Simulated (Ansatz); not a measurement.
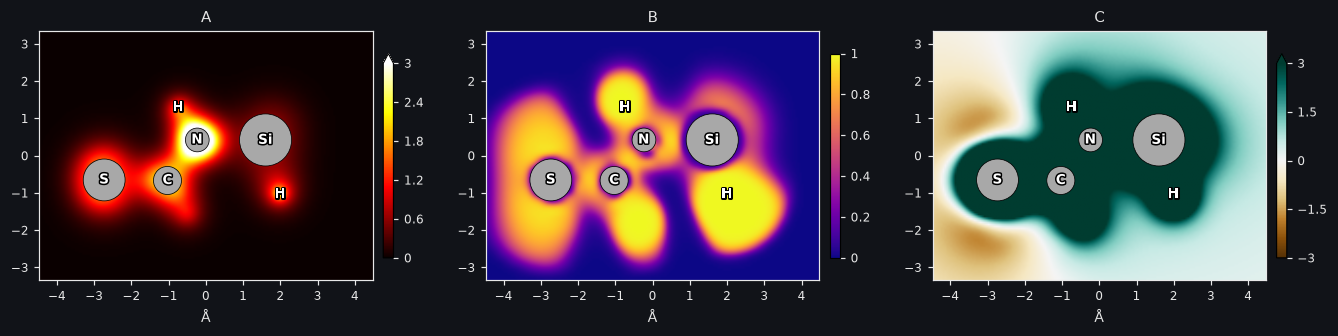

CH$_{5}$NSSi: 3 fields on the plane of atoms N2, Si1 and H5, with unlabelled colour scales. Grey discs cover the atomic cores.

Theory: RKS PBE/6-31G (Ansatz).

> The panels show electron density, electron localisation function and electrostatic potential in some order. Assign them.

Panel A: electron density. Panel B: electron localisation function. Panel C: electrostatic potential (strongly positive close to the atoms, with negative regions outside electron-rich atoms). From the grid: C–N (1.36 Å): the density is about 2.1 e/Å³ at the midpoint; the ELF peaks at about 0.90 between the atoms, as expected for localised, covalent bonding. C–S (1.70 Å): ρ is about 1.2 e/Å³ halfway; the ELF peaks at about 0.90 between the atoms: a covalent bond.
